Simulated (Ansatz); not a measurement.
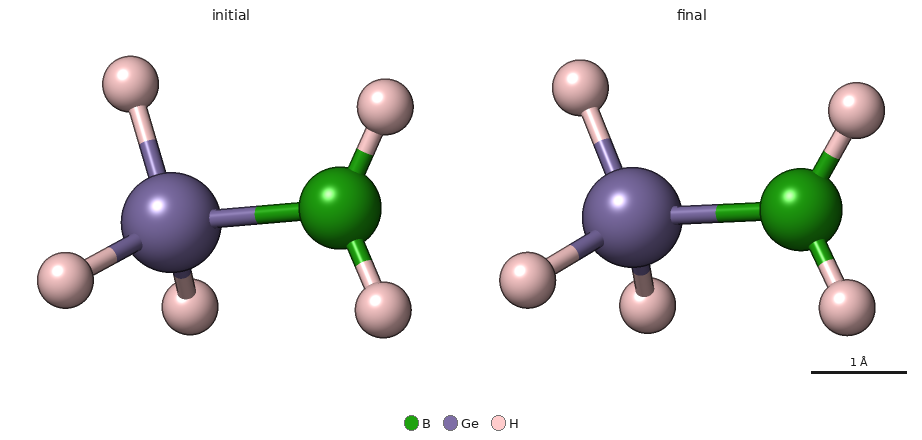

The structure of BGeH$_{5}$ (coarse preliminary run) before (left) and after (right) a relaxation, at one scale.

The picture is a ball-and-stick view, seen at a tilt.

The start comes from a force field.

Level of theory: RKS PBE-D4/def2-SVP (Ansatz 0.2.0).

Input
```yaml
crystal:
  periodic: [false, false, false]
  atoms:
    - {symbol: B, position_ang: [0.024800, -1.226900, 0.273300]}
    - {symbol: Ge, position_ang: [-0.000500, 0.783600, -0.182900]}
    - {symbol: H, position_ang: [-1.084100, -1.760000, 0.297500]}
    - {symbol: H, position_ang: [1.062500, -1.742800, 0.467400]}
    - {symbol: H, position_ang: [-0.619300, 1.000300, -1.601000]}
    - {symbol: H, position_ang: [-0.816400, 1.580700, 0.877300]}
    - {symbol: H, position_ang: [1.494300, 1.297100, -0.177300]}
basis:
  gaussian: {orbitals: def2-SVP}
hamiltonian: {xc: pbe, dispersion: d4}
relax: {f_tol: 0.03, max_steps: 200}
```

Q: Describe what moved and what it gained.

A: H7 moves most after the best rigid fit: 0.14 Å. Largest moves by element: H 0.14 Å, Ge 0.06 Å, B 0.02 Å. Among the contacts that change: B1–H4 1.175 → 1.215 Å, Ge2–H7 1.581 → 1.552 Å, B1–H3 1.231 → 1.216 Å, Ge2–H5 1.562 → 1.558 Å. Among the angles between lasting bonds that change: H3–B1–H4 127.0° → 118.4°, B1–Ge2–H7 107.7° → 115.5°, Ge2–B1–H3 114.6° → 119.1°. After 4 geometry steps the energy has fallen by 9.15 kJ/mol. Largest force component: 1.4 eV/Å at the start, 0.013 eV/Å at the end. The run took of the order of 6 core-seconds on a shared host.
